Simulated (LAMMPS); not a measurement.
Simulation of Si (diamond structure), 1000 atoms, at 1010 K and 0 GPa, heated as the crystal.

Level of theory: classical MD, pair style meam, file AlSiMgCuFe.meam, run in LAMMPS.

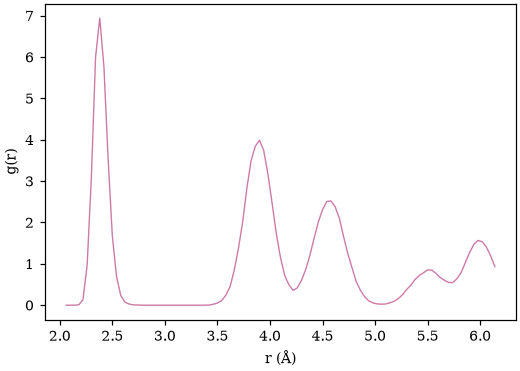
Figure. g(r) against r (Å)

Main features:
- state found: crystal; no diffusion seen in 30 ps
- first peak of g(r): 2.38 Å, height 6.9
- coordination number: 4.00 (counted to 3.10 Å)
